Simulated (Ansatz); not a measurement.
# CuSnI6, from a guessed structure to a relaxed one

This structure for CuSnI6 is made up. Its elements were placed in a known structure type with a cell scaled to their sizes. What cell does the guess relax to, and how far off was it?

Main program and level: Ansatz 0.2.0; DFT, PBE, plane-wave PAW, files of the set soft_1, scalar-relativistic, ferromagnetic start, cell and ions relaxed at zero pressure; PAW set soft_1, in the first sound run; inputs show where later runs differ.

## Step 1: The structure

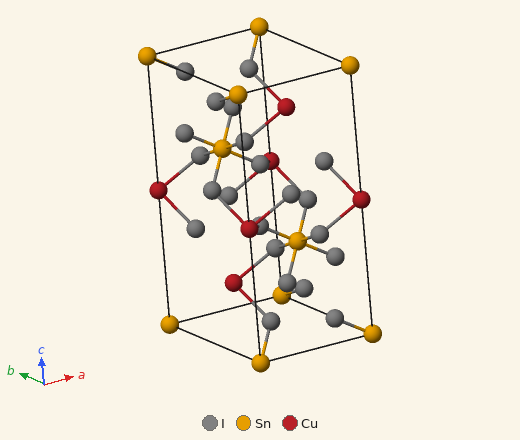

The starting structure, seen from a free direction (iodine grey, tin orange, copper red). This picture shows the conventional cell, with its axes. Bonds to atoms that aren't drawn are left out. Some periodic images of atoms are drawn too.

As a file:

```cif
data_structure
_symmetry_space_group_name_H-M 'P 1'
_symmetry_Int_Tables_number 1
_cell_length_a 8.0563
_cell_length_b 8.0563
_cell_length_c 8.0563
_cell_angle_alpha 55.153
_cell_angle_beta 55.153
_cell_angle_gamma 55.153
_cell_volume 328.06
loop_
_atom_site_label
_atom_site_type_symbol
_atom_site_fract_x
_atom_site_fract_y
_atom_site_fract_z
_atom_site_occupancy
I1 I 0.19740 0.97590 0.58810 1
I2 I 0.97590 0.58810 0.19740 1
I3 I 0.58810 0.19740 0.97590 1
I4 I 0.80260 0.02410 0.41190 1
I5 I 0.02410 0.41190 0.80260 1
I6 I 0.41190 0.80260 0.02410 1
Sn7 Sn 0.00000 0.00000 0.00000 1
Cu8 Cu 0.50000 0.50000 0.50000 1
```

## Step 2: Relaxing cell and atoms

The guessed cell has no reason to be at equilibrium. It is relaxed with the atoms, within the space group of the guess.

input.yaml

```yaml
crystal:
  lattice:
    - [3.7295, 2.153227829, 6.808666667]
    - [-3.7295, 2.153227829, 6.808666667]
    - [0.0, -4.306455658, 6.808666667]
  atoms:
    - { symbol: I, position: [0.1974, 0.9759, 0.5881] }
    - { symbol: I, position: [0.9759, 0.5881, 0.1974] }
    - { symbol: I, position: [0.5881, 0.1974, 0.9759] }
    - { symbol: I, position: [0.8026, 0.0241, 0.4119] }
    - { symbol: I, position: [0.0241, 0.4119, 0.8026] }
    - { symbol: I, position: [0.4119, 0.8026, 0.0241] }
    - { symbol: Sn, position: [0.0, 0.0, 0.0] }
    - { symbol: Cu, position: [0.5, 0.5, 0.5], spin: 0.6 }
magnetization:
  spin_polarized: true
kpoints:
  mp_grid: { grid: [5, 5, 5] }
scf:
  occupations: { method: fermi_dirac, width: 0.05 }
hamiltonian:
  xc: pbe
  pseudopotentials: { kind: paw, azcp: { folder: soft_1 } }
relax:
  f_tol: 0.015
  max_steps: 70
  cell: {}
output:
  forces: true
  stress: true
```

Launch:

```console
> ansatz run input.yaml --threads 4 --pin off --max-ram 10240MiB --backend cpu --events-out ev --progress --plain --runs-dir out
```

Numbers of over 12 decimals in the logs are rounded to 6 here.

The program printed:

```text
Engine: ansatz 0.2.0, aarch64-unknown-linux-gnu
Pseudopotentials: kind: paw
Pseudopotential: I, paw, valence charge 17, recommended cutoff 420 eV (normal), soft_1/I.paw.azcp
Pseudopotential: Sn, paw, valence charge 14, recommended cutoff 420 eV (normal), soft_1/Sn.paw.azcp
Pseudopotential: Cu, paw, valence charge 19, recommended cutoff 420 eV (normal), soft_1/Cu.paw.azcp
Functional definition: PBE
  parameter kappa = 0.804
  parameter beta = 0.066725
  exchange = pbe_x(kappa = kappa, mu = beta*pi^2/3)
  correlation = pbe_c(beta = beta)
Crystal: 8 atoms, lattice volume = 328.060 Å³
Basis set: ecut = 420 eV, 6443 PW (Γ), exchange–correlation on 108×108×108 points (8 copies of the dense FFT grid, shifted against one another)
Bands: 82, of which v1, the nominal top of the filled ones, is band 68 counted from 1 (67 counted from 0)
Symmetry: 6 space group operations
Space group: R-3 (ITA 148), of the structure as read, at distance tolerance 6.9e-5 Å
Magnetic group: BNS 148.17 (UNI 1247), of the structure as read, at distance tolerance 6.9e-5 Å
k-points: 23 of 125
Non-local potential: I, projectors of the file, l = 0: 2, l = 1: 2, l = 2: 2, l = 3: 1
Non-local potential: Sn, projectors of the file, l = 0: 2, l = 1: 2, l = 2: 2, l = 3: 1
Non-local potential: Cu, projectors of the file, l = 0: 3, l = 1: 2, l = 2: 3, l = 3: 1
PAW form: soft (Blöchl's): semilocal exchange-correlation on the pseudo side does not see the compensation charge
PAW one-centre angular grid: I, 590 points (default); XC on 64 Gauss nodes
PAW one-centre angular grid: Sn, 590 points (default); XC on 64 Gauss nodes
PAW one-centre angular grid: Cu, 590 points (default); XC on 64 Gauss nodes
Initial density: superposition of atomic densities (chi_scale 0.1, normalization cell, long waves kept (reshape's long-wave potential 0.02 eV rms))
Starting moments: Σ|m| = 0.6 μB on 1 of 8 sites
Initial wavefunctions: pseudopotential atomic-orbital guess
Functional: x = pbe(κ = 0.804, μ = 0.219515), c = pbe(β = 0.066725)
SCF iter   1: F=—  HF=-57727.863041 eV  |F-HF|=—  |Δ(HF+E_count)|=         —  Δρ=3.35e-2 (↑9.12e-3 ↓3.35e-2)  dr2=4.54e0  dr2_m=8.02e-1  M=0.022 μB ∫|m|=0.050 μB  β_m=0.30  ethr=3.10e-3  ⟨swp⟩=7.5  Hψ=15721  notcnv=0  defer=165
preconditioner: auto → Kerker (q_TF=auto, 2.353 Å⁻¹)  [metal: Δε(μ)=0.006 eV  Ē_g=9.348 eV  σ=0.050 eV  W_gap=0.03  n_scr=64 (ndim 8)  ℏωp=15.5 eV  f_vac=0.122  D(μ)=11.62/eV (n_scr^D=88)]
spin=Collinear: Kerker preconditioning applied to the charge; magnetization (m = ρ↑ − ρ↓) channel mixes plain (no charge-response kernel on spin).
SCF iter   2: F=—  HF=-57727.093424 eV  |F-HF|=—  |Δ(HF+E_count)|=   7.70e-1  Δρ=1.61e-2 (↑1.05e-2 ↓1.61e-2)  dr2=1.30e0  dr2_m=3.83e-1  M=0.062 μB ∫|m|=0.079 μB  β_m=0.30  ethr=3.10e-3  ⟨swp⟩=2.0  Hψ=5437  notcnv=0  defer=324
SCF iter   3: F=—  HF=-57726.856967 eV  |F-HF|=—  |Δ(HF+E_count)|=   2.36e-1  Δρ=9.96e-3 (↑9.96e-3 ↓6.59e-3)  dr2=3.12e-1  dr2_m=1.53e-1  M=0.155 μB ∫|m|=0.165 μB  β_m=0.30  ethr=9.63e-4  ⟨swp⟩=3.0  Hψ=4990  notcnv=0  defer=364
SCF iter   4: F=—  HF=-57726.866799 eV  |F-HF|=—  |Δ(HF+E_count)|=   9.83e-3  Δρ=5.33e-3 (↑5.06e-3 ↓5.33e-3)  dr2=3.18e-2  dr2_m=7.70e-2  M=0.165 μB ∫|m|=0.175 μB  β_m=0.30  ethr=2.31e-4  ⟨swp⟩=3.0  Hψ=7092  notcnv=0  defer=364
SCF iter   5: F=—  HF=-57726.913833 eV  |F-HF|=—  |Δ(HF+E_count)|=   4.70e-2  Δρ=1.06e-2 (↑8.94e-3 ↓1.06e-2)  dr2=1.10e0  dr2_m=3.83e-3  M=0.384 μB ∫|m|=0.389 μB  β_m=1.00  ethr=2.36e-5  ⟨swp⟩=2.0  Hψ=6812  notcnv=0  defer=364
SCF iter   6: F=—  HF=-57726.868405 eV  |F-HF|=—  |Δ(HF+E_count)|=   4.54e-2  Δρ=3.91e-3 (↑3.83e-3 ↓3.91e-3)  dr2=1.17e-2  dr2_m=4.39e-2  M=0.279 μB ∫|m|=0.294 μB  β_m=0.30  ethr=2.36e-5  ⟨swp⟩=2.0  Hψ=7771  notcnv=0  defer=364
SCF iter   7: F=—  HF=-57726.858841 eV  |F-HF|=—  |Δ(HF+E_count)|=   9.56e-3  Δρ=5.06e-3 (↑1.71e-3 ↓5.06e-3)  dr2=2.70e-2  dr2_m=3.30e-2  M=0.247 μB ∫|m|=0.263 μB  β_m=0.30  ethr=8.67e-6  ⟨swp⟩=2.0  Hψ=6691  notcnv=0  defer=364
SCF iter   8: F=—  HF=-57726.877483 eV  |F-HF|=—  |Δ(HF+E_count)|=   1.86e-2  Δρ=6.11e-3 (↑4.35e-4 ↓6.11e-3)  dr2=1.04e-1  dr2_m=2.76e-2  M=0.209 μB ∫|m|=0.225 μB  β_m=0.30  ethr=8.67e-6  ⟨swp⟩=2.0  Hψ=5064  notcnv=0  defer=364
SCF iter   9: F=—  HF=-57726.884784 eV  |F-HF|=—  |Δ(HF+E_count)|=   7.30e-3  Δρ=5.62e-3 (↑8.84e-4 ↓5.62e-3)  dr2=1.27e-1  dr2_m=1.75e-2  M=0.191 μB ∫|m|=0.207 μB  β_m=0.30  ethr=8.67e-6  ⟨swp⟩=2.0  Hψ=4033  notcnv=0  defer=364
SCF iter  10: F=—  HF=-57726.873878 eV  |F-HF|=—  |Δ(HF+E_count)|=   1.09e-2  Δρ=2.95e-3 (↑2.73e-4 ↓2.95e-3)  dr2=2.90e-2  dr2_m=7.32e-3  M=0.193 μB ∫|m|=0.207 μB  β_m=0.30  ethr=8.67e-6  ⟨swp⟩=2.0  Hψ=4282  notcnv=0  defer=361
SCF iter  11: F=—  HF=-57726.875685 eV  |F-HF|=—  |Δ(HF+E_count)|=   1.81e-3  Δρ=3.11e-3 (↑6.41e-4 ↓3.11e-3)  dr2=4.39e-2  dr2_m=4.76e-3  M=0.181 μB ∫|m|=0.194 μB  β_m=0.30  ethr=8.67e-6  ⟨swp⟩=1.2  Hψ=3975  notcnv=0  defer=354
SCF iter  12: F=—  HF=-57726.875157 eV  |F-HF|=—  |Δ(HF+E_count)|=   5.28e-4  Δρ=2.62e-3 (↑7.36e-4 ↓2.62e-3)  dr2=3.60e-2  dr2_m=2.79e-3  M=0.172 μB ∫|m|=0.184 μB  β_m=0.30  ethr=8.67e-6  ⟨swp⟩=1.0  Hψ=3418  notcnv=0  defer=354
Mixer restart at iter 12: flushing history
spin-set hold released at iteration 12 (site moments contracting): the magnetisation degrees of freedom join the quasi-Newton model from the next iteration; the mixer history was flushed
SCF iter  13: F=—  HF=-57726.873452 eV  |F-HF|=—  |Δ(HF+E_count)|=   1.70e-3  Δρ=1.21e-3 (↑1.21e-3 ↓3.52e-4)  dr2=3.72e-3  dr2_m=6.48e-4  M=0.172 μB ∫|m|=0.183 μB  β_m=0.28  ethr=8.67e-6  ⟨swp⟩=2.0  Hψ=6540  notcnv=0  defer=354
SCF iter  14: F=—  HF=-57726.872584 eV  |F-HF|=—  |Δ(HF+E_count)|=   8.68e-4  Δρ=1.11e-3 (↑1.66e-4 ↓1.11e-3)  dr2=5.57e-3  dr2_m=9.67e-4  M=0.162 μB ∫|m|=0.172 μB  β_m=0.33  ethr=2.76e-6  ⟨swp⟩=2.0  Hψ=6707  notcnv=0  defer=354
SCF iter  15: F=—  HF=-57726.872142 eV  |F-HF|=—  |Δ(HF+E_count)|=   4.41e-4  Δρ=3.64e-4 (↑3.64e-4 ↓2.32e-4)  dr2=2.16e-4  dr2_m=2.47e-4  M=0.144 μB ∫|m|=0.153 μB  β_m=0.67  ethr=2.76e-6  ⟨swp⟩=1.7  Hψ=3974  notcnv=0  defer=354
SCF iter  16: F=—  HF=-57726.872371 eV  |F-HF|=—  |Δ(HF+E_count)|=   2.29e-4  Δρ=2.73e-4 (↑8.48e-5 ↓2.73e-4)  dr2=3.47e-4  dr2_m=7.53e-5  M=0.111 μB ∫|m|=0.118 μB  β_m=0.80  ethr=1.60e-7  ⟨swp⟩=2.0  Hψ=5713  notcnv=0  defer=354
SCF iter  17: F=—  HF=-57726.872412 eV  |F-HF|=—  |Δ(HF+E_count)|=   4.09e-5  Δρ=1.12e-4 (↑5.30e-5 ↓1.12e-4)  dr2=3.76e-5  dr2_m=1.68e-5  M=0.083 μB ∫|m|=0.088 μB  β_m=0.90  ethr=1.60e-7  ⟨swp⟩=2.0  Hψ=4205  notcnv=0  defer=354
[...]
relax step   7: F+E_penalty+E_count = -57728.57302743 eV  Δ(F+E_penalty+E_count) = -7.300e-3 eV  max|allowed force component| = 3.697e-2 eV/Å  Δτ_max = 0.0386 Å  P = -0.040 GPa  Ω = 299.733 Å³  energy of the carried Pulay correction = +3.890e-3 eV  (16 SCF iters, dr2 threshold 4.51e-8 eV, accepted)
[...]
relax step   8: F+E_penalty+E_count = -57728.57274702 eV  Δ(F+E_penalty+E_count) = +2.804e-4 eV  max|allowed force component| = 2.431e-2 eV/Å  Δτ_max = 0.0470 Å  P = -0.001 GPa  Ω = 303.296 Å³  energy of the carried Pulay correction = +3.368e-3 eV  (15 SCF iters, dr2 threshold 8.54e-8 eV, accepted)
[...]
relax step   9: F+E_penalty+E_count = -57728.57485441 eV  Δ(F+E_penalty+E_count) = -2.107e-3 eV  max|allowed force component| = 2.858e-3 eV/Å  Δτ_max = 0.0203 Å  P = +0.002 GPa  Ω = 302.197 Å³  energy of the carried Pulay correction = +3.528e-3 eV  (10 SCF iters, dr2 threshold 3.69e-8 eV, accepted)
Initial wavefunctions: pseudopotential atomic-orbital guess (no wavefunctions were taken with the density)
iter 1 solved again at ethr=4.51e-7 eV; its pass at ethr=3.10e-3 eV (dr2=6.09e-4 eV) is discarded
SCF iter   1: F=—  HF=-57728.572125 eV  |F-HF|=—  |Δ(HF+E_count)|=         —  Δρ=4.16e-5 (↑4.16e-5 ↓4.15e-5)  dr2=5.38e-6  dr2_m=1.29e-11  M=0.000 μB ∫|m|=0.000 μB  β_m=0.30  ethr=4.51e-7  ⟨swp⟩=4.1  Hψ=26512  notcnv=0
preconditioner: auto → Kerker (q_TF=auto, 2.385 Å⁻¹)  [metal: Δε(μ)=0.014 eV  Ē_g=9.542 eV  σ=0.050 eV  W_gap=0.07  n_scr=64 (ndim 8)  ℏωp=16.1 eV  f_vac=0.122  D(μ)=9.96/eV (n_scr^D=64)]
spin=Collinear: Kerker preconditioning applied to the charge; magnetization (m = ρ↑ − ρ↓) channel mixes plain (no charge-response kernel on spin).
SCF iter   2: F=—  HF=-57728.572082 eV  |F-HF|=—  |Δ(HF+E_count)|=   4.28e-5  Δρ=1.10e-4 (↑1.10e-4 ↓1.10e-4)  dr2=9.66e-5  dr2_m=1.18e-11  M=0.000 μB ∫|m|=0.000 μB  β_m=0.30  ethr=3.99e-9  ⟨swp⟩=2.7  Hψ=7196  notcnv=0
SCF iter   3: F=—  HF=-57728.572083 eV  |F-HF|=—  |Δ(HF+E_count)|=   1.10e-6  Δρ=2.09e-5 (↑2.09e-5 ↓2.09e-5)  dr2=1.39e-6  dr2_m=1.28e-11  M=0.000 μB ∫|m|=0.000 μB  β_m=0.25  ethr=3.99e-9  ⟨swp⟩=2.0  Hψ=6898  notcnv=0
SCF iter   4: F=—  HF=-57728.572082 eV  |F-HF|=—  |Δ(HF+E_count)|=   1.29e-6  Δρ=9.26e-6 (↑9.26e-6 ↓9.23e-6)  dr2=3.47e-7  dr2_m=1.09e-11  M=0.000 μB ∫|m|=0.000 μB  β_m=0.62  ethr=1.03e-9  ⟨swp⟩=2.0  Hψ=6898  notcnv=0
SCF iter   5: F=—  HF=-57728.572081 eV  |F-HF|=—  |Δ(HF+E_count)|=   7.08e-7  Δρ=4.09e-6 (↑4.00e-6 ↓4.09e-6)  dr2=8.75e-8  dr2_m=9.53e-12  M=0.000 μB ∫|m|=0.000 μB  β_m=0.81  ethr=2.57e-10  ⟨swp⟩=2.0  Hψ=6898  notcnv=0
SCF iter   6: F=—  HF=-57728.572081 eV  |F-HF|=—  |Δ(HF+E_count)|=   5.49e-8  Δρ=2.05e-6 (↑1.96e-6 ↓2.05e-6)  dr2=3.75e-8  dr2_m=7.81e-12  M=0.000 μB ∫|m|=0.000 μB  β_m=0.88  ethr=6.48e-11  ⟨swp⟩=2.0  Hψ=4761  notcnv=0
SCF iter   7: F=—  HF=-57728.572081 eV  |F-HF|=—  |Δ(HF+E_count)|=   1.18e-9  Δρ=2.48e-7 (↑2.02e-7 ↓2.48e-7)  dr2=9.97e-10  dr2_m=6.22e-12  M=0.000 μB ∫|m|=0.000 μB  β_m=0.89  ethr=2.77e-11  ⟨swp⟩=1.0  Hψ=3772  notcnv=0
SCF iter   8: F=—  HF=-57728.572081 eV  |F-HF|=—  |Δ(HF+E_count)|=  4.07e-10  Δρ=2.13e-7 (↑2.13e-7 ↓1.39e-7)  dr2=5.77e-10  dr2_m=5.20e-12  M=0.000 μB ∫|m|=0.000 μB  β_m=0.95  ethr=1.00e-12  ⟨swp⟩=3.0  Hψ=7065  notcnv=0
SCF iter   9: F=—  HF=-57728.572081 eV  |F-HF|=—  |Δ(HF+E_count)|=  1.60e-10  Δρ=1.54e-7 (↑1.54e-7 ↓8.65e-8)  dr2=2.22e-10  dr2_m=3.72e-12  M=0.000 μB ∫|m|=0.000 μB  β_m=0.97  ethr=1.00e-12  ⟨swp⟩=1.1  Hψ=3828  notcnv=0
SCF iter  10: F=-57728.572081 eV  HF=-57728.572081 eV  |F-HF|=1.46e-11  |Δ(HF+E_count)|=  4.37e-11  Δρ=6.22e-8 (↑6.22e-8 ↓1.70e-8)  dr2=1.70e-11  dr2_m=2.52e-12  M=0.000 μB ∫|m|=0.000 μB  ethr=1.00e-12  ⟨swp⟩=3.0  Hψ=11690  notcnv=0
the starting moments were not kept: the SCF closed with an absolute magnetisation of 3.2e-5 μB, where they sum to 0.6 μB in size (1 site). That is at most 0.1 of that sum.
SCF 10 converged in 10 iterations: F = -57728.572081 eV  dr2 = 1.70e-11
relax step  10: F+E_penalty+E_count = -57728.57208090 eV  Δ(F+E_penalty+E_count) = +2.774e-3 eV  max|allowed force component| = 3.003e-3 eV/Å  Δτ_max = 0.0000 Å  P = -0.003 GPa  Ω = 302.197 Å³  stress off target by 4.74e-3 GPa  SCF on the basis re-selected at this cell (its energy is not comparable with the rows above)  (10 SCF iters)
basis re-selected at this cell: Δ(F+E_penalty+E_count) = +2.774e-3 eV, ΔP = -0.005 GPa vs the last step (what re-selecting the basis moved, of the pressure what is left beyond the Pulay correction that the steps carried, after the strain that the cell walked since its last selection, with what the two solves' SCF thresholds leave and, on support functions, any second-order correction that the steps lacked; it is no m [...]
SCF converged after 10 iterations
Magnetization: 0.0000 μB (67.5000 up, 67.5000 down)
Absolute magnetization: 0.0000 μB (∫|ρ↑−ρ↓|, with the PAW one-centre terms)
Spin contamination: 0.0000 ħ² per cell (⟨S²⟩ above its minimum at these occupations)
Per-site moments (μB) at R_I (Å): [(2.4210280260700945e-6, 1.151475), (2.421028025981779e-6, 1.151475), (2.4210280260360125e-6, 1.151475), (2.4210280260729537e-6, 1.151475), (2.421028026116636e-6, 1.151475), (2.421028025971105e-6, 1.151475), (-2.3026155977631606e-7, 1.223225), (7.97034726053852e-6, 1.151475)]
Free energy (F): -57728.572081 eV
Harris-Foulkes:  -57728.572081 eV  (|F-HF|=1.46e-11)
Internal energy: -57728.492184 eV  (E = F + TS)
E sigma→0 (E₀):  -57728.532133 eV
Entropy (-TS):   -0.079897 eV (-9.987 meV/atom)
Fermi energy:    5.409178 eV
--- Per-component energies (eV) ---
  E_band       = -3005.828253
  E_kinetic    = 1375.833250
  E_local      = -21796.615385  (includes V_loc(G=0)·N_el)
  E_nonlocal   = 1727.536157
  E_hartree    = 9773.027014
  E_xc         = -837.963716
  E_vxc        = -829.539638  (∫ρ·V_xc dr)
  E_paw        = -34883.068133  (= ΣΔE_a)
  E_vpaw       = -3029.083382  (= ΣTr[D̂ρ^β])
  E_aug_tail   = -0.013674  (compensation charges beyond the density's cutoff)
  E_ewald      = -13087.227697
  E_smearing   = -0.079897  (= −TS)
  E_closure    = 0.000000  (closes the sum)
  Σ components = -57728.572081   (vs F -57728.572081, Δ=0.00e0)
--- Forces (eV/Å), atoms counted from 1 ---
  atom   1  I      0.00167812     0.00249846    -0.00230330
  atom   2  I      0.00132467    -0.00270252    -0.00230330
  atom   3  I     -0.00300279     0.00020406    -0.00230330
  atom   4  I     -0.00167812    -0.00249846     0.00230330
  atom   5  I     -0.00132467     0.00270252     0.00230330
  atom   6  I      0.00300279    -0.00020406     0.00230330
  atom   7  Sn     0.00000000     0.00000000     0.00000000
  atom   8  Cu     0.00000000     0.00000000    -0.00000000
  max |Σ_I F_I| component: 7.37e-18 eV/Å
--- Stress (GPa, compression-positive) ---
       -0.002752      -0.000000      -0.000000
        0.000000      -0.002752      -0.000000
       -0.000000      -0.000000      -0.004740
  P = ⅓ Tr σ = -0.0034 GPa (-0.034 kbar)
--- Relaxed structure (9 steps of the walk, 9 accepted, 1 SCFs on fresh bases) ---
  F+E_penalty+E_count = -57728.57208090 eV   max|allowed force component| = 3.003e-3 eV/Å   (the final SCF, on the basis selected at the relaxed cell)
  cell:  # Å, volume = 302.1974 Å³
    - [3.688712, 2.129679, 6.411369]
    - [-3.688712, 2.129679, 6.411369]
    - [-3.849290789042425e-18, -4.259357, 6.411369]
  atoms:
    - { symbol: I, position: [0.257937, 0.888432, 0.594021] }
    - { symbol: I, position: [0.888432, 0.594021, 0.257937] }
    - { symbol: I, position: [0.594021, 0.257937, 0.888432] }
    - { symbol: I, position: [0.742063, 0.111568, 0.405979] }
    - { symbol: I, position: [0.111568, 0.405979, 0.742063] }
    - { symbol: I, position: [0.405979, 0.742063, 0.111568] }
    - { symbol: Sn, position: [-6.569167127534384e-19, -5.406327956094693e-19, 1.5160265980816263e-18] }
    - { symbol: Cu, position: [0.500000, 0.500000, 0.500000] }
```

Run time: 8.3 min. Hardware: 4 threads of Arm Neoverse N1, shared host; peak memory 1.4 GiB.

The steps of the relaxation:

| step | energy less that of the first step (eV) | largest force component (eV/Å) | pressure (GPa) | volume (Å³) |
| --- | --- | --- | --- | --- |
| 1 | 0.0000 | 0.7691 | 0.45 | 328.06 |
| 2 | -0.7694 | 0.4680 | -1.39 | 325.42 |
| 3 | -1.4651 | 0.3356 | -1.09 | 305.98 |
| 4 | -1.6328 | 0.2139 | 0.99 | 287.16 |
| 5 | -1.6896 | 0.0321 | 0.08 | 294.92 |
| 6 | -1.6932 | 0.0146 | 0.07 | 295.24 |
| 7 | -1.7005 | 0.0370 | -0.04 | 299.73 |
| 8 | -1.7002 | 0.0243 | 0.00 | 303.30 |
| 9 | -1.7024 | 0.0029 | 0.00 | 302.20 |
| 10* | -1.6996 | 0.0030 | 0.00 | 302.20 |

Relaxation steps marked * repeat the geometry before them on a plane-wave basis chosen anew for their cell, so energy and pressure can jump there.

The run keeps the 6 symmetry operations that it works with, so distortions that break them were not tested.

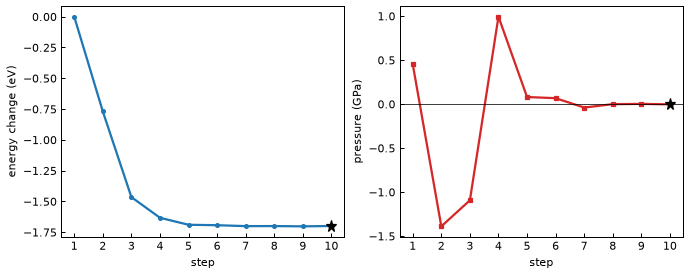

Energy and pressure along the relaxation. Stars mark steps on a basis chosen anew.

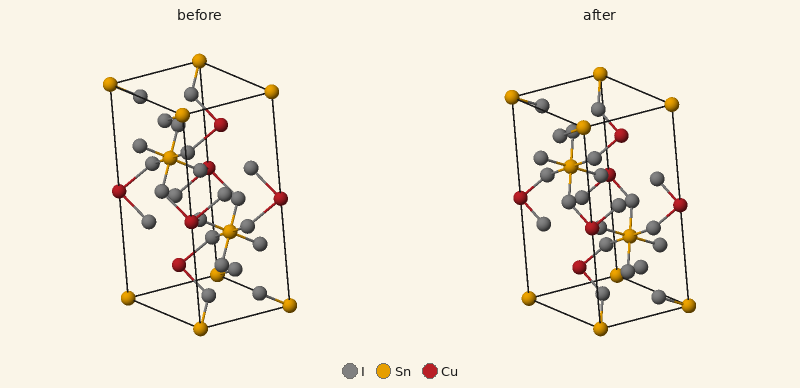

The structure before and after the relaxation, drawn at the same scale. Bonds to atoms that aren't drawn are left out.

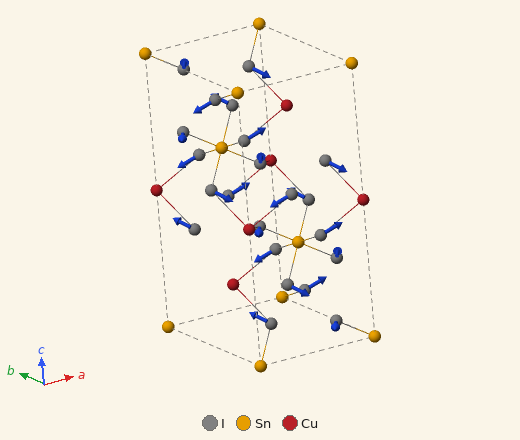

Displacements in the relaxation, exaggerated, measured against the changing cell; the longest in the cell stands for 0.57 Å. Bonds to atoms that aren't drawn are left out. Some periodic images of atoms are drawn too.

| conventional cell, symmetrised | before | after | change |
| --- | --- | --- | --- |
| a (Å) | 7.459 | 7.377 | -1.1 % |
| b (Å) | 7.459 | 7.377 | -1.1 % |
| c (Å) | 20.426 | 19.234 | -5.8 % |
| volume (Å³/atom) | 41.01 | 37.77 | -7.9 % |

The atoms that moved most (Å, as changes of fractional coordinates times the final cell):

| atom | dx | dy | dz | length |
| --- | --- | --- | --- | --- |
| I3 | -0.201 | 0.514 | -0.135 | 0.568 |
| I1 | 0.546 | -0.083 | -0.135 | 0.568 |
| I2 | -0.344 | -0.432 | -0.135 | 0.568 |
| I4 | -0.546 | 0.083 | 0.135 | 0.568 |
| I6 | 0.201 | -0.514 | 0.135 | 0.568 |
| I5 | 0.344 | 0.432 | 0.135 | 0.568 |

Numbers from this step:

- free energy: -57728.5721 eV
- energy at zero smearing: -57728.5321 eV
- smearing term TS: 0.07990 eV
- Fermi energy: 5.409 eV
- electrons: 135
- symmetry operations: 6
- pressure: -0.003415 GPa

Shortest distances by pair of elements, guess and relaxed (not always the same contact):

| pair | guess (Å) | relaxed (Å) |
| --- | --- | --- |
| Cu–I | 3.406 | 2.791 |
| I–Sn | 2.816 | 2.965 |
| I–I | 3.924 | 3.862 |
| Cu–Sn | 5.490 | 5.331 |

The relaxation ends with a largest force component of 0.0030 eV/Å and a pressure of 0.00 GPa. No moment survives the cycle: this start ends non-magnetic.

(Continued in part 2 of 2.)

[Logs are printed without paths, hosts, clocks, repeated set-up lines and the standing remarks that a program may print on its own settings, such as how far it seeks lower states.]

[Hosts, paths, dates, database ids (printed as entryN), source tags and the programs' standing remarks are cut or masked in the printed files.]
